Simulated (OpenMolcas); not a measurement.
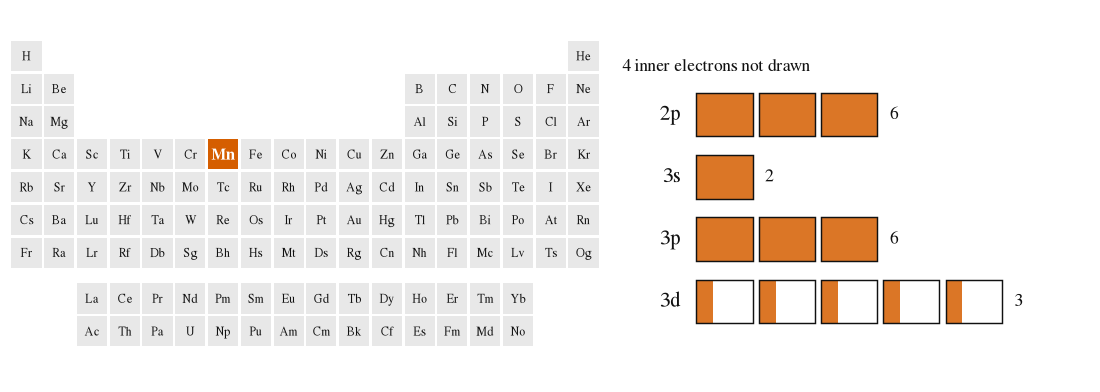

*Left, the place of manganese in the periodic table; right, the outer shells of the leading configuration of the lowest level: a box for each of the 2l + 1 orbitals, shaded by the share of the shell that is filled, with the electron count at the right.*

Multiconfigurational calculation: Mn⁴⁺ complex (part 1 of 2)

System: Mn⁴⁺ with 4 ligands (Br; tetrahedron, 2.3 Å), with no charges around it.
Method: state-averaged CASSCF, active space 3 electrons in the shell 3d, basis ANO-RCC-VDZP on the metal and ANO-RCC-VDZP on the ligands, DKH2 scalar Hamiltonian, spin-orbit coupling by RASSI with atomic mean-field integrals (OpenMolcas).

## Log (extracts)
```
--- SEWARD ---
Basis set label: MN.ANO-RCC...5S4P2D1F.

      Electronic valence basis set:
      ------------------
      Associated Effective Charge  25.000000 au
      Associated Actual Charge     25.000000 au
      Nuclear Model: Point charge

      Shell  nPrim  nBasis  Cartesian Spherical Contaminant
         s      21       5        X
         p      15       4        X
         d      10       2                 X
         f       6       1                 X
                  Relativistic Douglas-Kroll-Hess integrals:
                    - DKH order of Hamiltonian: 2
                    - DKH order of Properties : 0
                  Atomic mean-field integrals
--- RASSCF ---
Wave function specifications:
      -----------------------------

      Number of closed shell electrons         162
      Number of electrons in active shells       3
      Max number of holes in RAS1 space          0
      Max nr of electrons in RAS3 space          0
      Number of inactive orbitals               81
      Number of active orbitals                  5
      Number of secondary orbitals              56
      Spin quantum number                      1.5
      State symmetry                             1
Orbital specifications:
      -----------------------

      Symmetry species                           1
                                                 a
      Frozen orbitals                            0
      Inactive orbitals                         81
      Active orbitals                            5
      RAS1 orbitals                              0
      RAS2 orbitals                              5
      RAS3 orbitals                              0
      Secondary orbitals                        56
      Deleted orbitals                           0
      Number of basis functions                142
      Number of CSFs                            10
      Number of root(s) required                10
      Iter CI   SX   CI       RASSCF       Energy    max ROT     max BLB   max BLB  Level Ln srch  Step   QN
          iter iter root      energy       change     param      element    value   shift minimum  type update
 Nr of preliminary CI iterations:   1
      Total energies have been shifted. Add               -11000.00 au
        1   1   15    0  -572.94347833    0.00E+00  -1.09E-01*   7 104 1 -5.22E-01*  1.87   0.00    SX    NO
        2   1   15    0  -573.79704358   -8.54E-01* -5.00E-02   58  88 1  9.97E-02*  1.48   0.00    SX    NO
        3   1   15    0  -574.18491828   -3.88E-01* -5.19E-02   52  83 1  8.27E-02*  1.18   0.00    SX    NO
        4   1   15    0  -574.37879430   -1.94E-01*  3.63E-02    8 105 1  8.45E-02*  0.94   0.00    SX    NO
        5   1   15    0  -574.45188767   -7.31E-02* -3.43E-02    8 105 1  5.25E-02*  0.82   1.77    QN   YES
        6   1   15    0  -574.48621381   -3.43E-02* -2.20E-02   86  95 1 -1.63E-02*  0.76   1.35    QN   YES
        7   1   15    0  -574.49410488   -7.89E-03* -1.19E-02    9 106 1 -1.59E-02*  0.75   1.59    LS   YES
        8   1   14    0  -574.49535309   -1.25E-03* -2.62E-03    8 105 1 -2.29E-02*  0.75   1.09    QN   YES
        9   1   14    0  -574.49712377   -1.77E-03* -2.42E-03   22  84 1  4.12E-03*  0.75   1.96    LS   YES
       10   1   14    0  -574.49768192   -5.58E-04*  3.62E-03    8 105 1  1.87E-02*  0.75   1.04    QN   YES
       11   1   13    0  -574.49818174   -5.00E-04* -3.78E-03    9 106 1  3.94E-03*  0.76   1.44    QN   YES
       12   1   13    0  -574.49853040   -3.49E-04* -3.61E-03    5 106 1  2.32E-03*  0.75   1.52    QN   YES
       13   1   13    0  -574.49869357   -1.63E-04*  3.35E-03    9 106 1 -3.50E-03*  0.75   1.67    QN   YES
       14   1   12    0  -574.49878947   -9.59E-05*  1.57E-03    9 106 1 -2.11E-03*  0.75   1.46    QN   YES
       15   1   11    0  -574.49882288   -3.34E-05*  5.31E-04    9  90 1  4.55E-04*  0.74   1.38    QN   YES
       16   1   11    0  -574.49882995   -7.08E-06*  2.72E-04   67  87 1  2.02E-04*  0.75   1.30    QN   YES
       17   1    9    0  -574.49883111   -1.15E-06* -1.20E-04    8 105 1  1.64E-04*  0.75   1.38    QN   YES
       18   1    9    0  -574.49883137   -2.65E-07*  2.55E-05    9  90 1 -4.55E-05   0.75   1.32    QN   YES
       19   1    7    0  -574.49883143   -5.62E-08* -9.94E-06   52  88 1  1.54E-05   0.75   1.14    QN   YES
       20   1    7    0  -574.49883143    8.19E-11   4.38E-06    7 104 1 -1.02E-05   0.75   0.29    QN   YES
      Convergence after 20 iterations
       21   1    7    0  -574.49883143   -9.30E-10   4.38E-06    7 104 1 -4.93E-06   0.75   0.29    QN   YES
      Natural orbitals and occupation numbers for root  1
      sym 1:   0.028155   0.971845   0.971845   0.028155   1.000000
      Natural orbitals and occupation numbers for root  2
      sym 1:   0.943010   0.056990   1.000000   0.056990   0.943010
      Natural orbitals and occupation numbers for root  3
      sym 1:   0.025235   0.025235   1.000000   0.974765   0.974765
::    RASSCF root number  1 Total energy: -11574.54656800
::    RASSCF root number  2 Total energy: -11574.54656800
::    RASSCF root number  3 Total energy: -11574.54656800
::    RASSCF root number  4 Total energy: -11574.50831087
::    RASSCF root number  5 Total energy: -11574.50831086
::    RASSCF root number  6 Total energy: -11574.50831086
::    RASSCF root number  7 Total energy: -11574.45648711
::    RASSCF root number  8 Total energy: -11574.45648711
::    RASSCF root number  9 Total energy: -11574.45648711
::    RASSCF root number 10 Total energy: -11574.45421637
--- RASSCF ---
Wave function specifications:
      -----------------------------

      Number of closed shell electrons         162
      Number of electrons in active shells       3
      Max number of holes in RAS1 space          0
      Max nr of electrons in RAS3 space          0
      Number of inactive orbitals               81
      Number of active orbitals                  5
      Number of secondary orbitals              56
      Spin quantum number                      0.5
      State symmetry                             1
Orbital specifications:
      -----------------------

      Symmetry species                           1
                                                 a
      Frozen orbitals                            0
      Inactive orbitals                         81
      Active orbitals                            5
      RAS1 orbitals                              0
      RAS2 orbitals                              5
      RAS3 orbitals                              0
      Secondary orbitals                        56
      Deleted orbitals                           0
      Number of basis functions                142
      Number of CSFs                            40
      Number of root(s) required                40
      Iter CI   SX   CI       RASSCF       Energy    max ROT     max BLB   max BLB  Level Ln srch  Step   QN
          iter iter root      energy       change     param      element    value   shift minimum  type update
 Nr of preliminary CI iterations:   1
      Total energies have been shifted. Add               -11000.00 au
        1   1    9    0  -574.41200282    0.00E+00  -1.25E-02   86  95 1 -1.54E-02*  0.82   0.00    SX    NO
        2   1    9    0  -574.41369110   -1.69E-03*  6.39E-03   86  95 1 -7.60E-03*  0.81   0.00    SX    NO
        3   1    9    0  -574.41428930   -5.98E-04* -3.53E-03   86  95 1 -4.15E-03*  0.81   0.00    SX    NO
        4   1    9    0  -574.41453976   -2.50E-04* -1.99E-03   74  86 1  2.95E-03*  0.81   0.00    SX    NO
        5   1    8    0  -574.41465482   -1.15E-04* -2.92E-03   70 103 1  2.31E-03*  0.81   2.50    LS   YES
        6   1    8    0  -574.41474712   -9.23E-05* -1.48E-03   70 103 1  1.62E-03*  0.81   1.51    LS   YES
        7   1    7    0  -574.41475899   -1.19E-05* -4.39E-04   70 103 1  1.27E-03*  0.81   1.01    QN   YES
        8   1    7    0  -574.41476639   -7.40E-06* -6.10E-04   70  87 1 -5.81E-04*  0.81   2.39    LS   YES
        9   1    8    0  -574.41476997   -3.58E-06* -6.73E-04   65 106 1 -1.26E-03*  0.81   0.97    QN   YES
       10   1    7    0  -574.41477289   -2.92E-06* -1.73E-04   71  85 1 -3.45E-04*  0.81   0.88    QN   YES
       11   1    7    0  -574.41477405   -1.16E-06* -2.59E-04   71  85 1 -2.19E-04*  0.81   2.50    LS   YES
       12   1    7    0  -574.41477497   -9.17E-07* -4.81E-04   74  86 1  2.15E-04*  0.81   1.38    QN   YES
       13   1    7    0  -574.41477567   -7.06E-07* -3.32E-04   70  87 1  1.23E-04*  0.81   1.69    LS   YES
       14   1    7    0  -574.41477581   -1.41E-07*  7.16E-05   70  87 1  1.40E-04*  0.81   1.00    QN   YES
       15   1    6    0  -574.41477599   -1.77E-07*  7.35E-05   70  87 1  9.24E-05   0.81   2.03    LS   YES
       16   1    6    0  -574.41477606   -6.71E-08*  2.65E-05   70  87 1  4.36E-05   0.81   1.01    QN   YES
       17   1    5    0  -574.41477608   -2.39E-08* -2.24E-05   70  87 1  2.34E-05   0.81   1.25    QN   YES
       18   1    5    0  -574.41477609   -6.84E-09   5.79E-06   65 106 1 -7.97E-06   0.81   1.20    QN   YES
      Convergence after 18 iterations
       19   1    5    0  -574.41477608    7.22E-09   5.79E-06   78  82 1 -3.81E-06   0.81   1.20    QN   YES
      Natural orbitals and occupation numbers for root  1
      sym 1:   0.032800   0.988040   0.080445   0.066203   1.832512
      Natural orbitals and occupation numbers for root  2
      sym 1:   0.086832   1.832512   0.039187   0.053429   0.988040
      Natural orbitals and occupation numbers for root  3
      sym 1:   0.846461   0.982639   0.085608   0.098462   0.986830
::    RASSCF root number  1 Total energy: -11574.48536815
::    RASSCF root number  2 Total energy: -11574.48536815
::    RASSCF root number  3 Total energy: -11574.47822292
::    RASSCF root number  4 Total energy: -11574.47822292
::    RASSCF root number  5 Total energy: -11574.47822292
::    RASSCF root number  6 Total energy: -11574.46694873
::    RASSCF root number  7 Total energy: -11574.46694873
::    RASSCF root number  8 Total energy: -11574.46694873
::    RASSCF root number  9 Total energy: -11574.45889953
::    RASSCF root number 10 Total energy: -11574.45235628
::    RASSCF root number 11 Total energy: -11574.45235628
::    RASSCF root number 12 Total energy: -11574.45235628
::    RASSCF root number 13 Total energy: -11574.43839811
::    RASSCF root number 14 Total energy: -11574.43839811
::    RASSCF root number 15 Total energy: -11574.43772287
::    RASSCF root number 16 Total energy: -11574.43772287
::    RASSCF root number 17 Total energy: -11574.43772287
::    RASSCF root number 18 Total energy: -11574.43651829
::    RASSCF root number 19 Total energy: -11574.43651829
::    RASSCF root number 20 Total energy: -11574.43651829
::    RASSCF root number 21 Total energy: -11574.41622417
::    RASSCF root number 22 Total energy: -11574.41622417
::    RASSCF root number 23 Total energy: -11574.41622417
::    RASSCF root number 24 Total energy: -11574.41085944
::    RASSCF root number 25 Total energy: -11574.41085944
::    RASSCF root number 26 Total energy: -11574.41085944
::    RASSCF root number 27 Total energy: -11574.40027077
::    RASSCF root number 28 Total energy: -11574.40027077
::    RASSCF root number 29 Total energy: -11574.38854888
::    RASSCF root number 30 Total energy: -11574.38380962
```

(Continued in part 2.) Outcome of the run: converged.
